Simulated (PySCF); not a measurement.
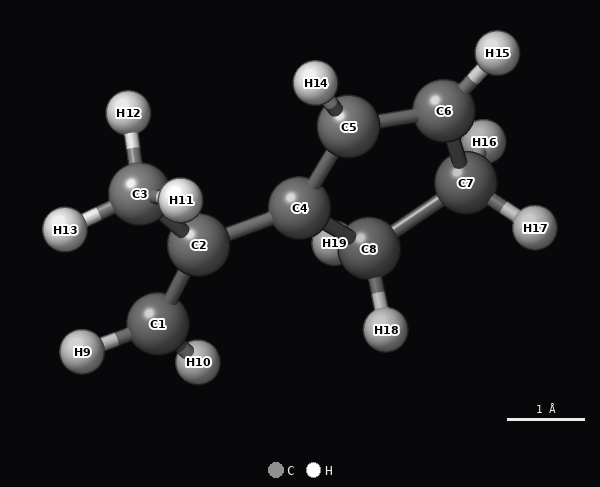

Fig. 1: The structure (ball-and-stick view, seen at a tilt; atoms are numbered from 1 in the order of the input).

NMR shielding calculation, with input and output: C₈H₁₁ (charge +1)

- system: C₈H₁₁, charge +1, SMILES C=C(C)[C+]1C=CCC1
- method: GIAO PBE/pcSseg-1 NMR shielding, non-relativistic, gas phase (PySCF 2.14.0)

The geometry comes from this level: GFN2-xTB. Figures and captions count atoms from 1; the log counts them from 0 in places.

### What the program printed
```
coarse grid: 15512 points
cycle   1  E = -310.5803247066  dE =  1.047e+00  |g| = 5.133e-01  |ddm| = 4.215e+00
cycle   2  E = -310.4619358862  dE =  1.184e-01  |g| = 8.175e-01  |ddm| = 1.168e+00
cycle   3  E = -310.6158992960  dE = -1.540e-01  |g| = 3.073e-01  |ddm| = 8.905e-01
cycle   4  E = -310.6464484725  dE = -3.055e-02  |g| = 8.084e-02  |ddm| = 3.713e-01
cycle   5  E = -310.6480453011  dE = -1.597e-03  |g| = 3.162e-02  |ddm| = 9.369e-02
cycle   6  E = -310.6482871468  dE = -2.418e-04  |g| = 7.936e-03  |ddm| = 3.547e-02
cycle   7  E = -310.6482944154  dE = -7.269e-06  |g| = 6.007e-03  |ddm| = 1.260e-02
cycle   8  E = -310.6483044600  dE = -1.004e-05  |g| = 1.003e-03  |ddm| = 5.854e-03
cycle   9  E = -310.6483047095  dE = -2.495e-07  |g| = 3.641e-04  |ddm| = 1.476e-03
final grid: 148760 points
cycle  10  E = -310.7161874004  dE = -8.590e-05  |g| = 1.529e-02  |ddm| = 8.666e-02
cycle  11  E = -310.7161299496  dE =  5.745e-05  |g| = 2.117e-02  |ddm| = 3.654e-02
cycle  12  E = -310.7162492698  dE = -1.193e-04  |g| = 2.066e-03  |ddm| = 2.375e-02
cycle  13  E = -310.7162499869  dE = -7.172e-07  |g| = 1.294e-03  |ddm| = 3.221e-03
cycle  14  E = -310.7162504514  dE = -4.645e-07  |g| = 1.534e-04  |ddm| = 1.156e-03
cycle  15  E = -310.7162504499  dE =  1.459e-09  |g| = 1.778e-04  |ddm| = 3.637e-04
cycle  16  E = -310.7162504607  dE = -1.080e-08  |g| = 2.512e-05  |ddm| = 1.859e-04
cycle  17  E = -310.7162504609  dE = -1.369e-10  |g| = 9.009e-06  |ddm| = 2.654e-05
```

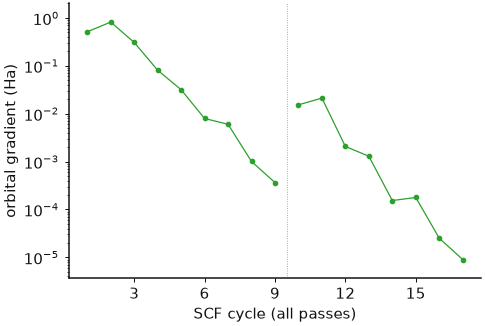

Fig. 2: Convergence of the self-consistent field: orbital gradient against the SCF cycle. The dotted line marks the change from a coarse to the final integration grid. The first 9 cycles use a coarse grid, the final grid takes over at cycle 10, and the field converges after 17 cycles in all.

```
converged SCF energy = -310.7162504609

GIAO shielding tensors (ppm)
atom      isotropic    diamagn.    paramagn.     s11        s22        s33       span
  0 C       11.067     254.895    -243.828    -93.390    -19.521    146.113    239.503
  1 C       28.488     259.848    -231.360    -68.321     -2.716    156.500    224.821
  2 C      158.840     247.440     -88.600    145.192    149.273    182.056     36.864
  3 C      -40.754     264.664    -305.418   -133.538   -101.149    112.425    245.963
  4 C       33.529     251.747    -218.218    -43.645      1.586    142.647    186.292
  5 C      -37.913     256.880    -294.793   -156.642    -93.903    136.805    293.447
  6 C      129.460     255.029    -125.568    110.976    135.652    141.753     30.777
  7 C      137.396     251.482    -114.086    123.245    139.916    149.027     25.783
  8 H       23.821      28.755      -4.933     20.133     23.501     27.829      7.696
  9 H       23.543      32.468      -8.925     19.616     22.856     28.157      8.541
 10 H       28.969      29.329      -0.360     25.117     27.754     34.036      8.919
 11 H       28.967      29.325      -0.358     25.118     27.743     34.040      8.922
 12 H       28.925      27.461       1.464     24.695     27.804     34.277      9.583
 13 H       23.657      33.457      -9.800     21.539     21.873     27.558      6.019
 14 H       21.644      29.892      -8.248     17.103     22.302     25.528      8.425
 15 H       27.600      27.351       0.249     22.983     26.189     33.628     10.645
 16 H       27.600      27.344       0.256     22.984     26.188     33.628     10.644
 17 H       27.774      30.778      -3.004     22.380     27.824     33.118     10.738
 18 H       27.770      30.783      -3.013     22.375     27.822     33.111     10.736
```

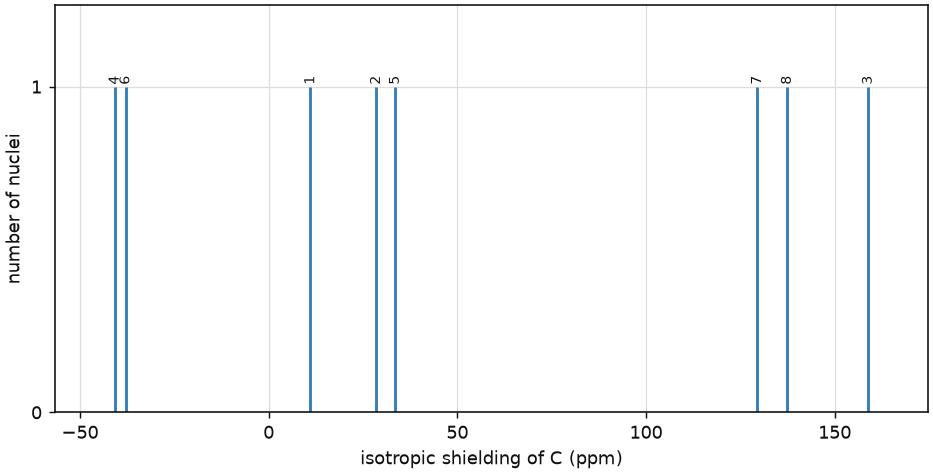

Fig. 3: Isotropic shieldings of the carbon nuclei in this fixed geometry, labelled by atom number; shielding grows to the right, so chemical shift grows to the left. The least shielded is C4 (−40.8 ppm), the most shielded C3 (158.8 ppm).

This output came from the following input.

### Input
```
{"job": {"kind": "nmr", "xc": "PBE", "basis": "pcSseg-1", "pop": false}, "charge": 1, "multiplicity": 1}
C      1.934428    -0.059540    -1.375804
C      1.351842    -0.219145    -0.166036
C      2.153527    -0.638753     1.026737
C     -0.050249     0.010566     0.005972
C     -0.747649    -0.128722     1.221053
C     -2.069226     0.164630     1.041383
C     -2.355203     0.531874    -0.347330
C     -1.001932     0.430890    -1.050754
H      2.990033    -0.231335    -1.505358
H      1.391191     0.239612    -2.256196
H      2.099255     0.114634     1.810322
H      1.778768    -1.577436     1.430458
H      3.195730    -0.775688     0.756370
H     -0.303966    -0.423483     2.154513
H     -2.823934     0.136163     1.809819
H     -3.112780    -0.130706    -0.778115
H     -2.793742     1.533402    -0.403997
H     -0.702674     1.384146    -1.493647
H     -1.023395    -0.290429    -1.871492
```

The first line tells a small driver script what to run in PySCF; the rest is the geometry in Å.

Run as:
```bash
OMP_NUM_THREADS=1 python <driver script> task.json out
```

### Key numbers

```json
{"quantity": "outcome", "value": "converged"}
{"quantity": "total energy", "value": "−310.716250 hartree"}
{"quantity": "HOMO", "value": "−11.45 eV"}
{"quantity": "LUMO", "value": "−8.96 eV"}
{"quantity": "isotropic shielding, C", "value": "−40.8 to 158.8 ppm"}
{"quantity": "isotropic shielding, H", "value": "21.6 to 29.0 ppm"}
{"quantity": "hardware", "value": "1 CPU thread, shared host"}
{"quantity": "wall time", "value": "32 s"}
{"quantity": "peak memory", "value": "0.72 GiB"}
```
